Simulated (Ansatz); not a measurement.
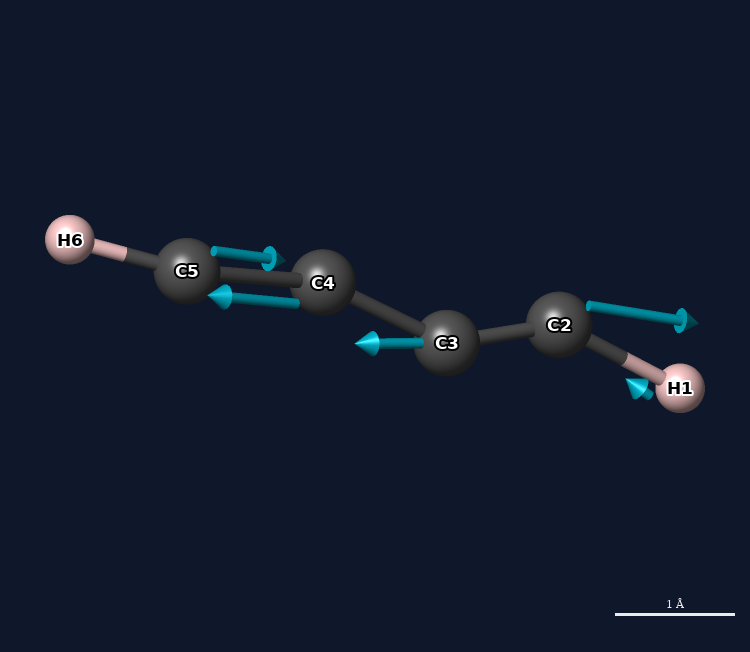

Arrows show the forces on the atoms, 0.05 Å of arrow for 1 eV/Å; forces under a tenth of the largest aren't drawn. Level of theory: RHF/6-31G* (Ansatz).

Question: On which atom is the force largest, and how large is it?

Answer: On C2: 21.82 eV/Å.

List the force components in the frame of the picture (x right, y up, z towards the viewer), in eV/Å.

```tsv
atom	Fx	Fy	Fz
H1	−4.13	2.94	2.42
C2	18.63	−3.02	−10.95
C3	−11.28	−0.08	6.95
C4	−15.07	1.44	11.17
C5	12.16	−1.68	−9.37
H6	−0.32	0.40	−0.23
```
